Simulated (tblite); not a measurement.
## C6H12OSi2: geometry relaxation (part 4 of 4)

The same run, continued: C6H12OSi2; GFN2-xTB geometry optimisation, gas phase (tblite 0.8.0). It belongs to a series of runs on one base structure; here: H on Si replaced by vinyl.

Trajectory as extended XYZ, continued
```
21
Properties=species:S:1:pos:R:3:forces:R:3 step=177 energy=-719.04447
C    -2.4081   -1.1785   -1.1709   -0.0070   0.0280  -0.0290
C    -1.8583   -1.2028    0.0331    0.0030  -0.0430   0.0120
Si   -0.8495    0.1901    0.8109    0.0030  -0.0030   0.0320
C    -0.9380    1.7789   -0.1993    0.0030   0.0290   0.0140
C    -1.7379    2.8009    0.0614   -0.0090  -0.0010   0.0080
C     0.9740   -0.3494    0.7994   -0.0020  -0.0190   0.0010
C     1.7631   -0.4774    1.8560    0.0130  -0.0110   0.0160
O     1.3902   -0.5946   -0.4723    0.0120   0.0100   0.0150
Si    2.8302   -0.9720   -1.1206    0.0330  -0.0440  -0.0030
H    -2.9456   -2.0216   -1.5800   -0.0090   0.0210   0.0000
H    -2.3467   -0.3081   -1.8047    0.0060  -0.0070   0.0040
H    -1.9626   -2.1087    0.6206    0.0210   0.0000   0.0030
H    -1.2821    0.4014    2.2025   -0.0030   0.0080  -0.0210
H    -0.2539    1.8619   -1.0357    0.0030  -0.0040  -0.0220
H    -1.7354    3.7097   -0.5226   -0.0190  -0.0240  -0.0160
H    -2.4372    2.7737    0.8818    0.0140   0.0120  -0.0010
H     2.7905   -0.7932    1.7674    0.0130   0.0080   0.0030
H     1.3944   -0.2676    2.8426   -0.0180  -0.0080  -0.0140
H     2.4524   -0.9901   -2.5284    0.0190   0.0260   0.0530
H     3.3147   -2.2790   -0.6569   -0.0330   0.0570  -0.0090
H     3.8369    0.0433   -0.7847   -0.0440  -0.0350  -0.0460
21
Properties=species:S:1:pos:R:3:forces:R:3 step=182 energy=-719.04654
C    -2.4225   -1.1711   -1.1660   -0.0030   0.0090   0.0090
C    -1.8487   -1.2103    0.0271    0.0080   0.0300  -0.0140
Si   -0.8436    0.1878    0.8059   -0.0050   0.0000  -0.0030
C    -0.9393    1.7771   -0.2060    0.0120  -0.0360   0.0010
C    -1.7405    2.7969    0.0582    0.0020  -0.0040  -0.0060
C     0.9817   -0.3468    0.8027    0.0090   0.0050   0.0210
C     1.7690   -0.4759    1.8610   -0.0190   0.0110  -0.0150
O     1.4034   -0.5760   -0.4692    0.0000  -0.0200  -0.0030
Si    2.8382   -0.9789   -1.1123    0.0110   0.0060  -0.0260
H    -2.9684   -2.0076   -1.5779    0.0040   0.0030   0.0130
H    -2.3765   -0.2930   -1.7905    0.0140   0.0010   0.0200
H    -1.9353   -2.1210    0.6097    0.0060  -0.0110  -0.0210
H    -1.2860    0.4057    2.1917   -0.0060   0.0010   0.0100
H    -0.2656    1.8489   -1.0530   -0.0220   0.0290  -0.0010
H    -1.7546    3.7022   -0.5305    0.0040  -0.0170  -0.0290
H    -2.4273    2.7721    0.8884    0.0000   0.0020   0.0190
H     2.8006   -0.7806    1.7751   -0.0190   0.0050   0.0130
H     1.3897   -0.2688    2.8438    0.0080  -0.0240   0.0120
H     2.4792   -0.9405   -2.5219   -0.0050   0.0070  -0.0050
H     3.2754   -2.3103   -0.6827   -0.0080   0.0250   0.0210
H     3.8622    0.0072   -0.7541    0.0070  -0.0230  -0.0140
21
Properties=species:S:1:pos:R:3:forces:R:3 step=188 energy=-719.04962
C    -2.4431   -1.1591   -1.1432    0.0040  -0.0040  -0.0100
C    -1.8110   -1.2125    0.0188   -0.0030  -0.0090   0.0020
Si   -0.8346    0.2020    0.7993    0.0130  -0.0310   0.0060
C    -0.9533    1.7745   -0.2310   -0.0150   0.0130   0.0180
C    -1.7436    2.7980    0.0514    0.0070   0.0080  -0.0170
C     0.9909   -0.3266    0.8064    0.0040   0.0160  -0.0140
C     1.7590   -0.4833    1.8741    0.0200  -0.0040   0.0170
O     1.4291   -0.5274   -0.4648    0.0120   0.0120   0.0190
Si    2.8455   -0.9859   -1.1115   -0.0220   0.0200  -0.0110
H    -2.9724   -2.0029   -1.5610    0.0050  -0.0080   0.0140
H    -2.4586   -0.2597   -1.7364   -0.0070   0.0340  -0.0050
H    -1.8259   -2.1453    0.5711   -0.0120  -0.0220  -0.0110
H    -1.2845    0.4155    2.1838   -0.0050   0.0140  -0.0030
H    -0.3150    1.8413   -1.1045    0.0050  -0.0100   0.0010
H    -1.7739    3.6932   -0.5517   -0.0250   0.0040  -0.0090
H    -2.3990    2.7847    0.9071    0.0060   0.0160   0.0000
H     2.7900   -0.7908    1.7984    0.0070  -0.0010   0.0070
H     1.3662   -0.2989    2.8565    0.0030  -0.0180  -0.0090
H     2.5040   -0.8535   -2.5192   -0.0100  -0.0240  -0.0230
H     3.1809   -2.3547   -0.7158    0.0120  -0.0080   0.0030
H     3.9406   -0.0914   -0.7284    0.0010   0.0020   0.0250
21
Properties=species:S:1:pos:R:3:forces:R:3 step=194 energy=-719.05162
C    -2.4502   -1.1457   -1.1335    0.0150   0.0060   0.0130
C    -1.7909   -1.2167    0.0130   -0.0040  -0.0050  -0.0120
Si   -0.8291    0.2032    0.8043   -0.0030   0.0300  -0.0060
C    -0.9677    1.7690   -0.2371    0.0010   0.0120  -0.0130
C    -1.7476    2.8010    0.0434   -0.0200  -0.0030   0.0010
C     1.0015   -0.3111    0.8140   -0.0080  -0.0080   0.0090
C     1.7638   -0.4912    1.8827    0.0040  -0.0090  -0.0030
O     1.4460   -0.4882   -0.4586    0.0050   0.0180   0.0110
Si    2.8453   -0.9850   -1.1128    0.0000  -0.0270   0.0300
H    -2.9670   -1.9922   -1.5615   -0.0010   0.0090   0.0030
H    -2.5023   -0.2286   -1.6992   -0.0040  -0.0110   0.0120
H    -1.7721   -2.1657    0.5382   -0.0050   0.0030  -0.0180
H    -1.2927    0.4285    2.1827    0.0110  -0.0080  -0.0060
H    -0.3549    1.8190   -1.1304    0.0040  -0.0220   0.0060
H    -1.7988    3.6813   -0.5817    0.0000  -0.0220   0.0220
H    -2.3779    2.8089    0.9187    0.0100   0.0160  -0.0180
H     2.7957   -0.7948    1.8058    0.0120  -0.0050   0.0020
H     1.3657   -0.3341    2.8675   -0.0030   0.0010  -0.0100
H     2.5106   -0.8168   -2.5180   -0.0040  -0.0130  -0.0170
H     3.1366   -2.3713   -0.7381   -0.0150  -0.0010  -0.0110
H     3.9769   -0.1526   -0.7000    0.0060   0.0380   0.0050
21
Properties=species:S:1:pos:R:3:forces:R:3 step=200 energy=-719.05259
C    -2.4502   -1.1369   -1.1255   -0.0050  -0.0050  -0.0020
C    -1.7725   -1.2167    0.0090    0.0030   0.0010   0.0030
Si   -0.8246    0.2098    0.8060    0.0030  -0.0010   0.0070
C    -0.9775    1.7670   -0.2451    0.0010  -0.0090   0.0040
C    -1.7512    2.8032    0.0370    0.0050   0.0040   0.0060
C     1.0066   -0.3022    0.8198    0.0070  -0.0010   0.0020
C     1.7642   -0.5012    1.8884   -0.0020  -0.0020  -0.0010
O     1.4559   -0.4602   -0.4535   -0.0020   0.0060   0.0000
Si    2.8434   -0.9858   -1.1100   -0.0010   0.0090   0.0130
H    -2.9599   -1.9843   -1.5595   -0.0050  -0.0020  -0.0070
H    -2.5269   -0.2120   -1.6735   -0.0070   0.0140  -0.0050
H    -1.7303   -2.1753    0.5139    0.0040  -0.0010   0.0070
H    -1.2882    0.4312    2.1843    0.0020  -0.0010  -0.0010
H    -0.3805    1.8006   -1.1495   -0.0010   0.0010  -0.0040
H    -1.8113    3.6760   -0.5963    0.0000   0.0000  -0.0050
H    -2.3626    2.8274    0.9246   -0.0010  -0.0050  -0.0060
H     2.7968   -0.8037    1.8143    0.0020  -0.0080  -0.0100
H     1.3604   -0.3592    2.8729   -0.0050   0.0050   0.0050
H     2.5124   -0.8116   -2.5156   -0.0060  -0.0030  -0.0180
H     3.0996   -2.3804   -0.7452    0.0040  -0.0090   0.0080
H     3.9873   -0.1688   -0.6970    0.0040   0.0080   0.0030
21
Properties=species:S:1:pos:R:3:forces:R:3 step=205 energy=-719.05284
C    -2.4451   -1.1373   -1.1278   -0.0020   0.0050  -0.0030
C    -1.7723   -1.2158    0.0099    0.0000   0.0030   0.0080
Si   -0.8250    0.2101    0.8097    0.0010  -0.0020  -0.0040
C    -0.9765    1.7657   -0.2431    0.0040   0.0000  -0.0030
C    -1.7495    2.8026    0.0375   -0.0030   0.0000  -0.0050
C     1.0064   -0.2998    0.8223   -0.0050  -0.0030  -0.0090
C     1.7645   -0.5055    1.8891    0.0030   0.0000   0.0030
O     1.4534   -0.4541   -0.4522   -0.0080  -0.0030  -0.0040
Si    2.8386   -0.9818   -1.1114   -0.0010  -0.0040  -0.0050
H    -2.9538   -1.9842   -1.5643    0.0010   0.0010   0.0040
H    -2.5184   -0.2125   -1.6771   -0.0050   0.0070  -0.0010
H    -1.7334   -2.1730    0.5177    0.0030  -0.0070   0.0010
H    -1.2859    0.4328    2.1885   -0.0050  -0.0040   0.0000
H    -0.3786    1.7997   -1.1469    0.0040  -0.0040   0.0010
H    -1.8077    3.6745   -0.5968   -0.0030   0.0060  -0.0030
H    -2.3645    2.8260    0.9224   -0.0020   0.0020   0.0050
H     2.7956   -0.8128    1.8102   -0.0020   0.0020   0.0040
H     1.3621   -0.3629    2.8745    0.0060  -0.0060  -0.0010
H     2.4972   -0.8333   -2.5187   -0.0010   0.0020   0.0060
H     3.1062   -2.3701   -0.7295    0.0040  -0.0040   0.0060
H     3.9779   -0.1514   -0.7143    0.0090   0.0090  -0.0010
21
Properties=species:S:1:pos:R:3:forces:R:3 step=211 energy=-719.05306
C    -2.4374   -1.1356   -1.1331   -0.0040   0.0010   0.0020
C    -1.7797   -1.2143    0.0134    0.0010  -0.0010  -0.0010
Si   -0.8271    0.2068    0.8145   -0.0030   0.0020   0.0020
C    -0.9707    1.7644   -0.2371   -0.0020   0.0020   0.0020
C    -1.7479    2.8001    0.0371    0.0020   0.0010   0.0010
C     1.0034   -0.3061    0.8243   -0.0030   0.0020   0.0010
C     1.7658   -0.5080    1.8889    0.0040  -0.0020   0.0000
O     1.4458   -0.4620   -0.4517   -0.0040  -0.0040   0.0010
Si    2.8345   -0.9769   -1.1141    0.0010   0.0040   0.0010
H    -2.9489   -1.9809   -1.5693   -0.0040   0.0020  -0.0040
H    -2.4957   -0.2136   -1.6892   -0.0020  -0.0010   0.0040
H    -1.7569   -2.1693    0.5268    0.0040   0.0030  -0.0020
H    -1.2921    0.4263    2.1926    0.0030   0.0010  -0.0010
H    -0.3642    1.7987   -1.1353   -0.0030   0.0010   0.0010
H    -1.8027    3.6727   -0.5971    0.0010  -0.0030   0.0000
H    -2.3693    2.8230    0.9180    0.0020  -0.0030  -0.0060
H     2.7975   -0.8118    1.8069    0.0030  -0.0020  -0.0010
H     1.3676   -0.3676    2.8761   -0.0020   0.0000  -0.0030
H     2.4747   -0.8648   -2.5199    0.0000   0.0010   0.0010
H     3.1344   -2.3508   -0.7052    0.0070  -0.0030   0.0020
H     3.9601   -0.1134   -0.7471    0.0000   0.0010   0.0010
```

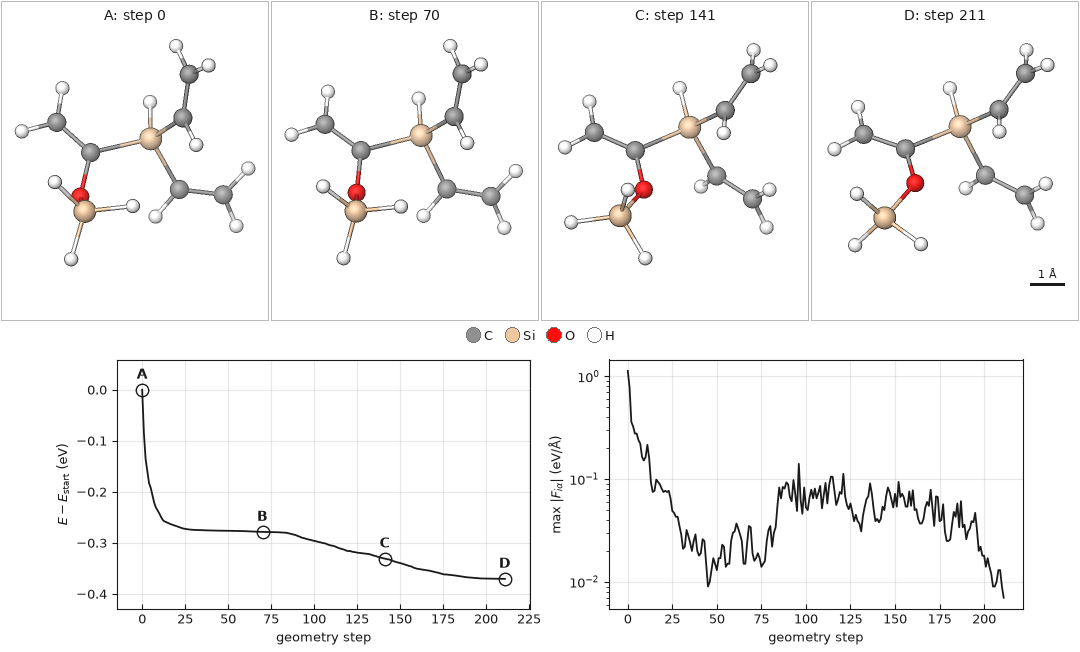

*Frames of the relaxation (ball-and-stick view, seen at a tilt) above the curves, on which the letters mark them (steps are counted from 0).*

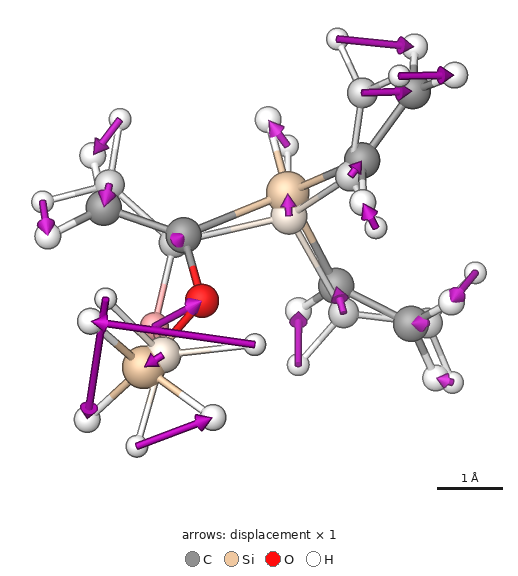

*Start (faint) and end (solid) with the displacements as pink arrows, at true length (ball-and-stick view, seen at a tilt). The two geometries are laid on each other by the best rigid fit.*

The energy falls by 0.370 eV in 211 geometry steps. The largest force component goes from 1.1 to 0.007 eV/Å. H21 moves most after the best rigid fit: 2.62 Å. By element the largest moves are H 2.62 Å, O 1.12 Å, C 0.86 Å, Si 0.36 Å. Among the contacts that change: O8–Si9 1.670 → 1.622 Å, C2–Si3 1.856 → 1.889 Å, C6–O8 1.393 → 1.359 Å, Si9–H21 1.494 → 1.465 Å. Among the angles that change: C6–O8–Si9 120.5° → 134.3°, O8–Si9–H19 109.6° → 99.1°, Si3–C6–O8 118.9° → 109.8°. (Atoms are counted from 1 in the order of the input.)

This output came from the following input.

Input
```
{"job": {"kind": "relax", "xc": "GFN2-xTB", "basis": "xTB"}, "charge": 0, "multiplicity": 1}
C     -2.800000    -1.137200    -1.178100
C     -1.680300    -1.305600    -0.494000
Si    -0.809200    -0.055500     0.565400
C     -0.717700     1.580100    -0.325800
C     -0.854000     2.782700     0.244900
C      0.930100    -0.639700     0.999500
C      1.484600    -0.384300     2.199400
O      1.608500    -1.461400     0.103000
Si     2.561100    -0.799500    -1.098900
H     -3.234400    -1.949600    -1.755900
H     -3.350700    -0.192200    -1.188400
H     -1.179000    -2.276200    -0.500500
H     -1.589800     0.135100     1.830800
H     -0.525100     1.480600    -1.384600
H     -0.779300     3.689800    -0.369300
H     -1.046500     2.924400     1.310700
H      2.463100    -0.780400     2.463400
H      0.981100     0.200800     2.961900
H      3.181000    -1.879200    -1.889500
H      3.630900     0.043500    -0.493700
H      1.716900     0.040500    -2.000800
```

The first line tells a small driver script what to run in tblite; the rest is the geometry in Å.

Command:
```bash
OMP_NUM_THREADS=1 python <driver script> task.json out
```

Key numbers

- outcome: converged
- total energy: −719.0531 eV
- hardware: 1 CPU thread, shared host
- wall time: 3.5 s
- peak memory: 0.18 GiB
